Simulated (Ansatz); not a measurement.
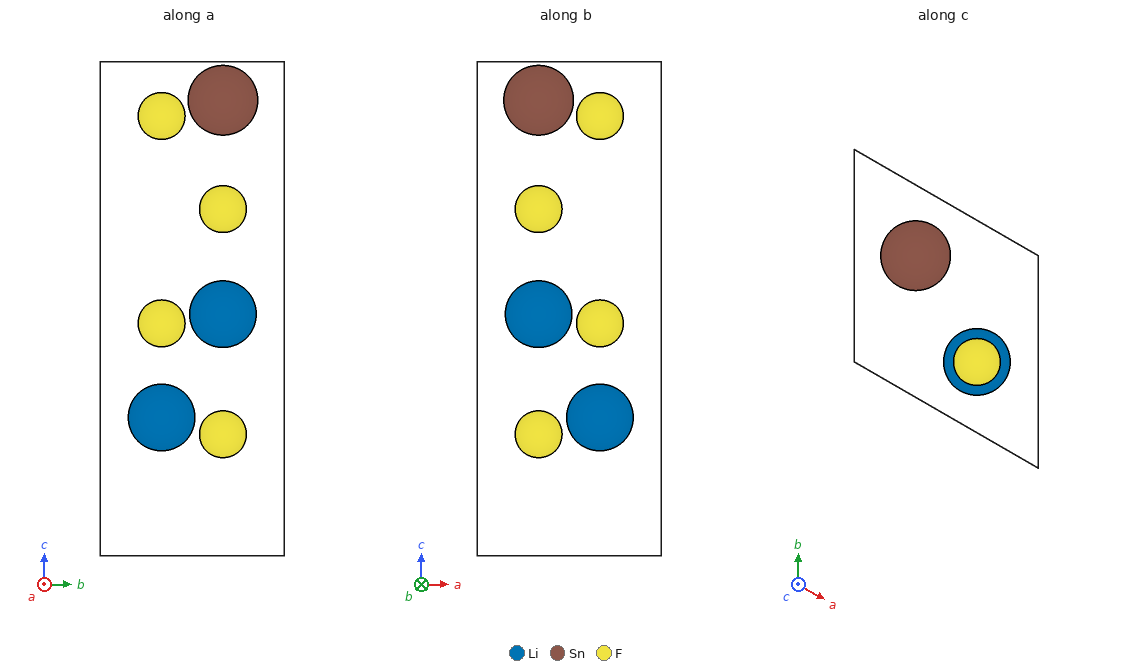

We look at a spheres-only model of the crystal along the a axis, along the b axis and along the c axis. The lines enclose the conventional unit cell; boundary atoms appear with their images.

Lattice parameters: a = 3.8929 Å, b = 3.8929 Å, c = 9.0524 Å, α = 90.000°, β = 90.000°, γ = 120.000°.

Q: Convert the drawing into a CIF with its space group and independent sites, with free fractional coordinates to two decimals.

A:
```cif
data_structure
_symmetry_space_group_name_H-M 'P 3 m 1'
_symmetry_Int_Tables_number 156
_cell_length_a 3.8929
_cell_length_b 3.8929
_cell_length_c 9.0524
_cell_angle_alpha 90.000
_cell_angle_beta 90.000
_cell_angle_gamma 120.000
_cell_volume 118.80
loop_
_atom_site_label
_atom_site_type_symbol
_atom_site_symmetry_multiplicity
_atom_site_Wyckoff_symbol
_atom_site_fract_x
_atom_site_fract_y
_atom_site_fract_z
_atom_site_occupancy
Li1 Li 1 b 0.3333 0.6667 0.49 1
Li2 Li 1 c 0.6667 0.3333 0.28 1
Sn1 Sn 1 b 0.3333 0.6667 0.92 1
F1 F 1 b 0.3333 0.6667 0.25 1
F2 F 1 b 0.3333 0.6667 0.70 1
F3 F 1 c 0.6667 0.3333 0.47 1
F4 F 1 c 0.6667 0.3333 0.89 1
```

The model was built from a structure type filled with these elements by a generator (whether the compound takes this form wasn't checked). Earlier steps of the study may have refined or changed the cell and positions. It went into a calculation with Ansatz.
